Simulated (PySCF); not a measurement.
# SnH$_{2}$ClO$_{2}$ (charge +1): geometry relaxation (part 2 of 3)

SnH$_{2}$ClO$_{2}$, charge +1; HF/3-21G, RHF (PySCF 2.14.0). The atoms were displaced at random from an optimised geometry. The geometry is that of the parent species in another charge or spin state.

Geometry of the input (Å):
```
O  -0.4754  1.3904  -0.1308
Sn 0.3610  -0.3190  -0.6508
O  1.2559  -0.8591  1.0203
Cl -1.3198  -1.8792  -1.1462
H  -1.2170  1.6564  -0.7298
H  1.3577  -0.0950  1.5843
```

## The program's output, continued
```
----------------------------------------------
cycle 9: E = -6603.42693429  dE = -3.4185e-05  norm(grad) = 0.00143302
Step    8 : Displace = 6.108e-03/8.302e-03 (rms/max) Trust = 3.000e-01 (=) Grad = 5.850e-04/9.206e-04 (rms/max) E (change) = -6603.4269342919 (-3.419e-05) Quality = 1.335
Hessian Eigenvalues: 7.85269e-03 2.29961e-02 5.00000e-02 ... 4.97499e-01 5.54036e-01 5.94644e-01

Geometry optimization cycle 10
Cartesian coordinates (Angstrom)
 Atom        New coordinates             dX        dY        dZ
   O  -0.616729   1.407911  -0.347162    0.001249  0.000335 -0.008988
  Sn  -0.139501  -0.369200  -0.183109   -0.000288  0.002056  0.000212
   O   1.218336  -0.739864   1.007698   -0.003484  0.002992  0.004050
  Cl  -1.126818  -2.113857  -1.356586    0.002129  0.000435  0.000430
   H  -1.170223   2.031363  -0.827521   -0.006132  0.002258  0.002275
   H   1.797195  -0.321867   1.653747    0.006526 -0.008076  0.002022
converged SCF energy = -6603.4269524267
--------------- SecondOrderRHF_Scanner gradients ---------------
         x                y                z
0 O    -0.0003390709     0.0002204222     0.0002658911
1 Sn    -0.0005960126    -0.0004178284    -0.0006612277
2 O     0.0007267176     0.0001827725     0.0003395342
3 Cl    -0.0000315040    -0.0000449075     0.0000423836
4 H     0.0003061024     0.0001307779    -0.0001080854
5 H    -0.0000662326    -0.0000712366     0.0001215042
----------------------------------------------
cycle 10: E = -6603.42695243  dE = -1.81348e-05  norm(grad) = 0.00142464
Step    9 : Displace = 6.937e-03/1.064e-02 (rms/max) Trust = 3.000e-01 (=) Grad = 5.816e-04/9.834e-04 (rms/max) E (change) = -6603.4269524267 (-1.813e-05) Quality = 1.401
Hessian Eigenvalues: 4.58271e-03 2.29583e-02 5.00000e-02 ... 4.97637e-01 5.92906e-01 6.22969e-01

Geometry optimization cycle 11
Cartesian coordinates (Angstrom)
 Atom        New coordinates             dX        dY        dZ
   O  -0.614654   1.409148  -0.355435    0.002076  0.001237 -0.008273
  Sn  -0.137533  -0.366281  -0.182774    0.001968  0.002919  0.000335
   O   1.215201  -0.738741   1.011728   -0.003135  0.001123  0.004031
  Cl  -1.125443  -2.111454  -1.355450    0.001375  0.002403  0.001135
   H  -1.177932   2.031043  -0.826169   -0.007709 -0.000320  0.001352
   H   1.802622  -0.329229   1.655166    0.005426 -0.007361  0.001420
converged SCF energy = -6603.42696303217
--------------- SecondOrderRHF_Scanner gradients ---------------
         x                y                z
0 O    -0.0003057989    -0.0001673819     0.0000458808
1 Sn    -0.0004204712     0.0000547541    -0.0004802819
2 O     0.0005800451     0.0001866655     0.0003151860
3 Cl    -0.0000782303    -0.0000495624     0.0000015630
4 H     0.0002236274     0.0001409861    -0.0000214057
5 H     0.0000008279    -0.0001654615     0.0001390578
----------------------------------------------
cycle 11: E = -6603.42696303  dE = -1.06055e-05  norm(grad) = 0.00106319
Step   10 : Displace = 6.709e-03/9.288e-03 (rms/max) Trust = 3.000e-01 (=) Grad = 4.340e-04/6.860e-04 (rms/max) E (change) = -6603.4269630322 (-1.061e-05) Quality = 1.345
Hessian Eigenvalues: 3.33525e-03 2.29089e-02 5.00000e-02 ... 4.97818e-01 5.74308e-01 5.94539e-01

Geometry optimization cycle 12
Cartesian coordinates (Angstrom)
 Atom        New coordinates             dX        dY        dZ
   O  -0.612428   1.410660  -0.359723    0.002225  0.001512 -0.004288
  Sn  -0.136014  -0.364387  -0.182047    0.001519  0.001894  0.000727
   O   1.213134  -0.739431   1.014443   -0.002068 -0.000690  0.002715
  Cl  -1.124571  -2.109008  -1.354839    0.000873  0.002446  0.000611
   H  -1.183317   2.029215  -0.825708   -0.005385 -0.001828  0.000461
   H   1.805457  -0.332563   1.654941    0.002836 -0.003334 -0.000226
converged SCF energy = -6603.42696787672
--------------- SecondOrderRHF_Scanner gradients ---------------
         x                y                z
0 O    -0.0002915224    -0.0002702268    -0.0000788729
1 Sn    -0.0000067139     0.0001634767    -0.0000975441
2 O     0.0002029976     0.0001432616     0.0000246822
3 Cl    -0.0000579964     0.0000133459     0.0000253727
4 H     0.0001587559     0.0001086166     0.0000136444
5 H    -0.0000055208    -0.0001584740     0.0001127177
----------------------------------------------
cycle 12: E = -6603.42696788  dE = -4.84455e-06  norm(grad) = 0.000584873
Step   11 : Displace = 4.142e-03/5.535e-03 (rms/max) Trust = 3.000e-01 (=) Grad = 2.388e-04/4.053e-04 (rms/max) E (change) = -6603.4269678767 (-4.845e-06) Quality = 1.406
Hessian Eigenvalues: 2.57320e-03 2.22981e-02 4.26404e-02 ... 4.97842e-01 5.54231e-01 5.94228e-01

Geometry optimization cycle 13
Cartesian coordinates (Angstrom)
 Atom        New coordinates             dX        dY        dZ
   O  -0.609381   1.412330  -0.361843    0.003047  0.001670 -0.002121
  Sn  -0.135053  -0.363358  -0.181445    0.000961  0.001030  0.000602
   O   1.211223  -0.740928   1.016884   -0.001910 -0.001498  0.002441
  Cl  -1.124120  -2.107204  -1.355135    0.000451  0.001804 -0.000296
   H  -1.187357   2.026628  -0.824929   -0.004040 -0.002587  0.000779
   H   1.806949  -0.332982   1.653535    0.001492 -0.000418 -0.001406
converged SCF energy = -6603.42697152083
--------------- SecondOrderRHF_Scanner gradients ---------------
         x                y                z
0 O    -0.0002204300    -0.0002484559    -0.0001127338
1 Sn     0.0003398098     0.0002004607     0.0002370777
2 O    -0.0001171106     0.0000933177    -0.0002239553
3 Cl    -0.0000536134     0.0000108068     0.0000171553
4 H     0.0000840432     0.0000593173     0.0000156536
5 H    -0.0000326990    -0.0001154467     0.0000668025
----------------------------------------------
cycle 13: E = -6603.42697152  dE = -3.64411e-06  norm(grad) = 0.000663657
Step   12 : Displace = 3.214e-03/4.568e-03 (rms/max) Trust = 3.000e-01 (=) Grad = 2.709e-04/4.603e-04 (rms/max) E (change) = -6603.4269715208 (-3.644e-06) Quality = 1.461
Hessian Eigenvalues: 2.08391e-03 1.97315e-02 3.37681e-02 ... 4.97856e-01 5.93728e-01 6.31833e-01

Geometry optimization cycle 14
Cartesian coordinates (Angstrom)
 Atom        New coordinates             dX        dY        dZ
   O  -0.605499   1.413947  -0.362454    0.003883  0.001617 -0.000611
  Sn  -0.134989  -0.363325  -0.181035    0.000064  0.000032  0.000409
   O   1.209095  -0.742860   1.019388   -0.002128 -0.001931  0.002503
  Cl  -1.123742  -2.106116  -1.356392    0.000378  0.001088 -0.001257
   H  -1.190182   2.023725  -0.823409   -0.002825 -0.002903  0.001521
   H   1.807577  -0.330885   1.650969    0.000628  0.002097 -0.002566
converged SCF energy = -6603.42697457922
--------------- SecondOrderRHF_Scanner gradients ---------------
         x                y                z
0 O    -0.0000880171    -0.0001133974    -0.0000752841
1 Sn     0.0004034656     0.0000980672     0.0003340028
2 O    -0.0002594133     0.0000382438    -0.0003108964
3 Cl    -0.0000124742     0.0000335581     0.0000305147
4 H     0.0000033288    -0.0000027698    -0.0000005725
5 H    -0.0000468898    -0.0000537020     0.0000222355
----------------------------------------------
cycle 14: E = -6603.42697458  dE = -3.05839e-06  norm(grad) = 0.00069531
Step   13 : Displace = 3.290e-03/4.569e-03 (rms/max) Trust = 3.000e-01 (=) Grad = 2.839e-04/5.329e-04 (rms/max) E (change) = -6603.4269745792 (-3.058e-06) Quality = 1.344
Hessian Eigenvalues: 2.01250e-03 1.69175e-02 3.30716e-02 ... 4.97848e-01 5.93740e-01 6.29509e-01

Geometry optimization cycle 15
Cartesian coordinates (Angstrom)
 Atom        New coordinates             dX        dY        dZ
   O  -0.603264   1.414387  -0.361735    0.002235  0.000439  0.000719
  Sn  -0.135746  -0.364176  -0.181069   -0.000757 -0.000851 -0.000034
   O   1.207885  -0.743729   1.020623   -0.001209 -0.000870  0.001235
  Cl  -1.123673  -2.106565  -1.357844    0.000069 -0.000449 -0.001453
   H  -1.190284   2.022646  -0.821899   -0.000103 -0.001079  0.001509
   H   1.807343  -0.328075   1.648992   -0.000235  0.002810 -0.001977
converged SCF energy = -6603.42697583966
--------------- SecondOrderRHF_Scanner gradients ---------------
         x                y                z
0 O     0.0000178563     0.0000046857    -0.0000079872
1 Sn     0.0002066952     0.0000220835     0.0001982571
2 O    -0.0001495820     0.0000271805    -0.0001865093
3 Cl    -0.0000048966    -0.0000012082     0.0000065953
4 H    -0.0000317119    -0.0000289720    -0.0000154967
5 H    -0.0000383610    -0.0000237696     0.0000051409
----------------------------------------------
cycle 15: E = -6603.42697584  dE = -1.26044e-06  norm(grad) = 0.000380838
Step   14 : Displace = 2.157e-03/3.418e-03 (rms/max) Trust = 3.000e-01 (=) Grad = 1.555e-04/2.873e-04 (rms/max) E (change) = -6603.4269758397 (-1.260e-06) Quality = 1.274
Hessian Eigenvalues: 2.12190e-03 1.53640e-02 3.55324e-02 ... 4.97804e-01 5.51725e-01 5.94622e-01

Geometry optimization cycle 16
Cartesian coordinates (Angstrom)
 Atom        New coordinates             dX        dY        dZ
   O  -0.602890   1.414058  -0.361127    0.000374 -0.000329  0.000608
  Sn  -0.136352  -0.364909  -0.181257   -0.000606 -0.000732 -0.000187
   O   1.207550  -0.743772   1.020886   -0.000336 -0.000042  0.000263
  Cl  -1.123667  -2.107198  -1.358560    0.000006 -0.000634 -0.000716
   H  -1.189452   2.022891  -0.821120    0.000832  0.000246  0.000779
   H   1.807072  -0.326583   1.648245   -0.000271  0.001491 -0.000747
converged SCF energy = -6603.42697614063
--------------- SecondOrderRHF_Scanner gradients ---------------
         x                y                z
0 O     0.0000458280     0.0000469989     0.0000215909
1 Sn     0.0000049972    -0.0000394888     0.0000273193
2 O    -0.0000112926     0.0000329007    -0.0000530889
3 Cl     0.0000074214     0.0000043522     0.0000080794
4 H    -0.0000282215    -0.0000246159    -0.0000167663
5 H    -0.0000187326    -0.0000201471     0.0000128656
----------------------------------------------
cycle 16: E = -6603.42697614  dE = -3.0097e-07  norm(grad) = 0.000117811
```

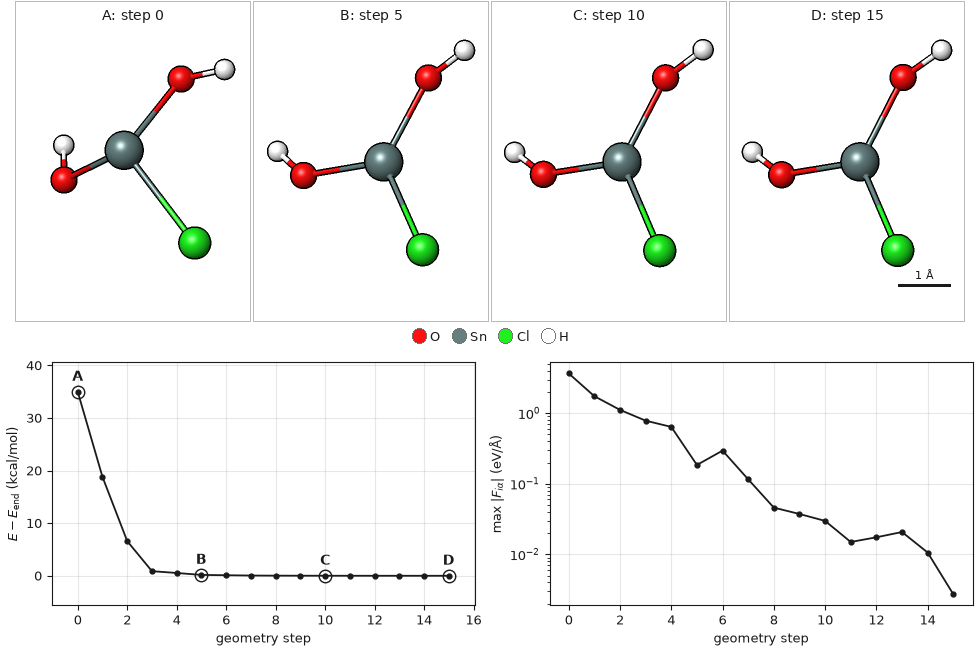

**Figure 1.** Frames of the relaxation (ball-and-stick view, seen at a tilt) above the curves, on which the letters mark them (steps are counted from 0).

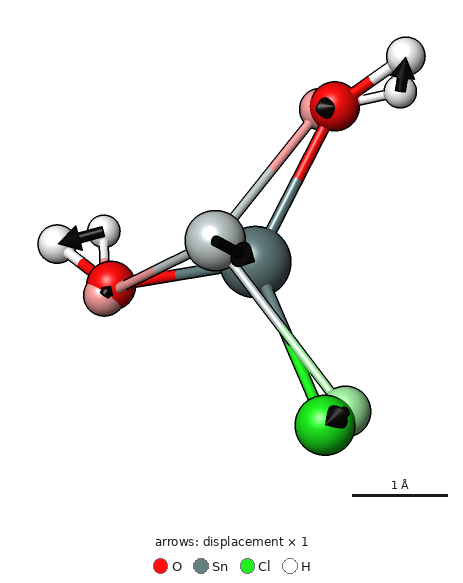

**Figure 2.** Start (faint) and end (solid) with the displacements as black arrows, at true length (ball-and-stick view, seen at a tilt). The two geometries are laid on each other by the best rigid fit. The atom that moves furthest after the best rigid fit is Sn2 (0.69 Å). By element the largest moves are Sn 0.69 Å, H 0.51 Å, Cl 0.37 Å, O 0.26 Å. Distances before and after: Sn2–O3 1.971 → 1.842 Å, O1–Sn2 1.973 → 1.848 Å, O1–H5 0.990 → 0.962 Å, Sn2–Cl4 2.346 → 2.323 Å. Among the angles that change: Sn2–O3–H6 109.3° → 142.2°, Sn2–O1–H5 113.0° → 144.0°, O1–Sn2–Cl4 109.2° → 124.4°. After 15 geometry steps the energy has fallen by 35.0 kcal/mol. Largest force component: 3.7 eV/Å at the start, 0.0027 eV/Å at the end. (Atoms are counted from 1 in the order of the input.)

```
Step   15 : Displace = 1.064e-03/1.697e-03 (rms/max) Trust = 3.000e-01 (=) Grad = 4.810e-05/6.910e-05 (rms/max) E (change) = -6603.4269761406 (-3.010e-07) Quality = 1.241
Hessian Eigenvalues: 2.12190e-03 1.53640e-02 3.55324e-02 ... 4.97804e-01 5.51725e-01 5.94622e-01
Converged! =D

converged: True
O          -0.60288964        1.41405784       -0.36112683
Sn         -0.13635192       -0.36490877       -0.18125661
O           1.20754988       -0.74377166        1.02088591
Cl         -1.12366699       -2.10719840       -1.35856039
H          -1.18945200        2.02289144       -0.82112030
H           1.80707166       -0.32658345        1.64824521
converged SCF energy = -6603.42697614062
total energy: -6603.42697614 hartree
Mode                                 0                   1                   2
Irrep
Freq [cm^-1]                      141.8159            144.1183            208.6674
Reduced mass [au]                  16.3683              9.1563              4.7174
Force const [Dyne/A]                0.1940              0.1120              0.1210
Char temp [K]                     204.0415            207.3542            300.2259
Normal mode                   x     y     z       x     y     z       x     y     z
       0   O                -0.09 -0.01  0.10    0.07  0.06  0.07    0.11  0.02  0.10
       1  Sn                 0.04  0.01 -0.04   -0.02  0.02 -0.02   -0.01 -0.02 -0.01
       2   O                -0.09 -0.01  0.09   -0.03 -0.10 -0.05    0.01  0.15  0.03
       3  Cl                -0.04 -0.01  0.04    0.06 -0.06  0.04   -0.01 -0.02 -0.02
       4   H                -0.08 -0.01  0.08    0.10  0.11  0.10    0.16  0.13  0.17
       5   H                -0.06 -0.01  0.07    0.01 -0.20 -0.03   -0.06  0.30 -0.01
Mode                                 3                   4                   5
Irrep
Freq [cm^-1]                      278.7557            353.4570            418.1734
Reduced mass [au]                   1.1207              1.0760             10.2429
Force const [Dyne/A]                0.0513              0.0792              1.0553
Char temp [K]                     401.0674            508.5460            601.6585
Normal mode                   x     y     z       x     y     z       x     y     z
       0   O                -0.03 -0.00  0.03   -0.04 -0.01  0.04   -0.00 -0.06 -0.01
       1  Sn                 0.00  0.00 -0.00   -0.00 -0.00  0.00   -0.02 -0.03 -0.02
       2   O                 0.05  0.01 -0.05   -0.01 -0.00  0.01   -0.01 -0.01 -0.01
       3  Cl                -0.01 -0.00  0.01    0.00  0.00 -0.00    0.06  0.11  0.07
       4   H                 0.31  0.05 -0.33    0.56  0.09 -0.60    0.12  0.16  0.14
       5   H                -0.56 -0.09  0.60    0.33  0.06 -0.36   -0.06  0.10 -0.04
Mode                                 6                   7                   8
Irrep
Freq [cm^-1]                      424.5942            482.3940            905.1248
Reduced mass [au]                   1.4350              1.5044              3.8056
Force const [Dyne/A]                0.1524              0.2063              1.8369
Char temp [K]                     610.8965            694.0575           1302.2730
Normal mode                   x     y     z       x     y     z       x     y     z
       0   O                 0.01 -0.02  0.01   -0.03 -0.11 -0.04    0.06 -0.16  0.03
       1  Sn                 0.00 -0.01  0.00    0.01  0.02  0.01    0.01  0.02  0.01
       2   O                -0.07  0.11 -0.05    0.01 -0.01  0.00   -0.09  0.01 -0.08
       3  Cl                 0.00  0.01  0.00   -0.02 -0.03 -0.02   -0.00 -0.00 -0.00
       4   H                 0.03  0.01  0.02    0.36  0.58  0.42   -0.04 -0.36 -0.09
       5   H                 0.29 -0.76  0.15    0.01 -0.01  0.00   -0.17  0.18 -0.13
Mode                                 9                  10                  11
Irrep
Freq [cm^-1]                      934.9357           3952.5515           3961.8326
```
